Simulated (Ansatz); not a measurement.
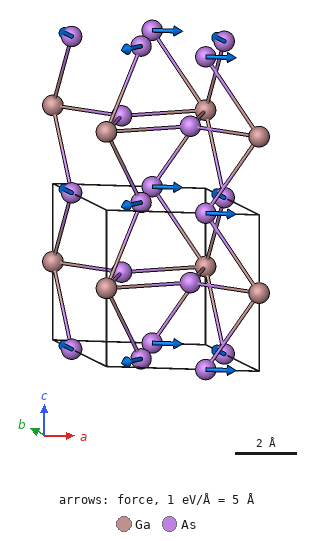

Starting geometry of crystalline GaAs5 (a generated structure, set up in P-62m) (coarse preliminary run) with the computed forces as blue arrows. The picture is a ball-and-stick view of the cell of the calculation, repeated 1 × 1 × 2 with one cell outlined, seen slightly off an axis.

Method: DFT PBE, scalar-relativistic, plane waves, PAW in Ansatz.

The input:
```yaml
crystal:
  lattice:
    - [5.0850895804, 0.0, 0.0]
    - [-2.5425447902, 4.4038167572, 0.0]
    - [0.0, 0.0, 5.223626564]
  atoms:
    - { symbol: Ga, position: [0.0, 0.0, 0.5] }
    - { symbol: As, position: [0.0, 0.6506044834, 0.0] }
    - { symbol: As, position: [0.3333333333, 0.6666666667, 0.5] }
    - { symbol: As, position: [0.6506044834, 0.0, 0.0] }
    - { symbol: As, position: [0.6666666667, 0.3333333333, 0.5] }
    - { symbol: As, position: [0.3493955166, 0.3493955166, 0.0] }
basis:
  ecutwfc: 420
kpoints:
  mp_grid: { grid: [6, 6, 4] }
hamiltonian:
  xc: pbe
scf:
  occupations: { method: gaussian, width: 0.1 }
  lower_state_search: "off"
output:
  forces: true
  stress: true
  eigenvalues: true
relax:
  adjacent_minimum: "off"
  f_tol: 0.04
  max_steps: 70
  cell: { stress_tol: 0.4 }
```

Command:
```bash
ansatz run input.yaml --threads 1 --pin off --max-ram 2560MiB --backend cpu --events-out ev --progress --plain --runs-dir out
```

> What follows when this structure is relaxed?

It isn't relaxed: the largest force vector, on As atoms, is 0.21 eV/Å. The atoms end up moving mostly along the starting forces (cosine between the two patterns 1.00). The energy falls by 21.0 meV per atom in 6 accepted moves (9 points after the start). Largest force component: 0.21 eV/Å at the start, 0.0011 eV/Å at the end. The pressure goes from 0.26 to 0.11 GPa. The line search rejected the trial steps at points 4, 7 of the run. At 1 point the geometry stayed and the basis and grid were re-selected for the new cell (energy shift of 0.2 meV per atom at most each time). The largest moves relative to the cell, 0.33 Å, are those of As2, As4 and As6. As4 goes along +a. Ga stays in place. The drawn cell changes as follows: a = b 5.085 → 5.157 Å (+1.4 %), c 5.224 → 5.283 Å (+1.1 %); the volume changes by +4.0 %. Among the contacts that change: As2–As4 3.077 → 2.545 Å, As2–As4 (another image) 2.868 → 3.215 Å, Ga1–As2 3.159 → 3.023 Å, Ga1–As3 2.936 → 2.977 Å. The space group stays P-62m (No. 189). Cost: 2.2 min on 1 thread of Intel(R) Xeon(R) Platinum 8259CL CPU @ 2.50GHz (Skylake/Cascade Lake), with other jobs on the host, peak memory 0.47 GiB.
